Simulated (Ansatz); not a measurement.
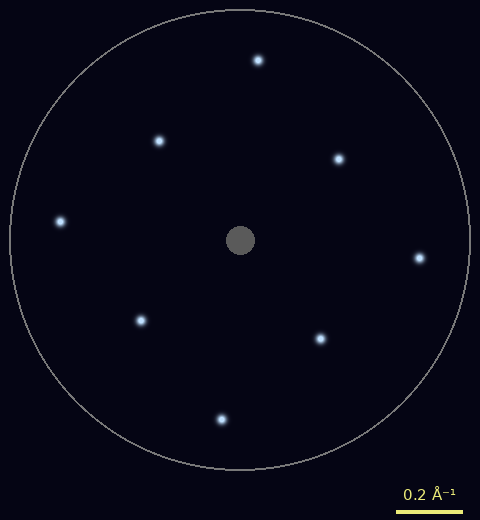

Simulated LEED pattern at 110 eV and normal incidence, from the upper face of a slab model. Spot positions follow from the surface net; brightness is a rough single-scattering estimate from the outer layers, good only for telling present from absent.

> Find the real-space surface cell from the pattern.

The spots form a square reciprocal net with shortest vectors 0.387 and 0.387 Å⁻¹ at 90.0°. The primitive real-space mesh has edges 2.58 and 2.58 Å at 90.0° (or its supplement) and area 6.7 Å².

The slab has composition GaS2 (3 atoms a cell, 5.0 Å thick). Structure: the geometry relaxed with Ansatz, DFT PBE, scalar-relativistic, plane waves, PAW; the starting structure was generated, so it need not be a known form of this composition.

```
Ga S
1.0
     2.58337    0.00000    0.00000
     0.00000    2.58337    0.00000
     0.00000    0.00000   34.30118
Ga S
1 2
Direct
  0.00000 0.00000 0.27696
  0.00000 0.00000 0.34965
  0.00000 0.00000 0.20427
```

> Which atoms form the outermost layer?

The highest atoms of the upper face (within 0.6 Å of the top) are S; the spot positions alone do not show this.
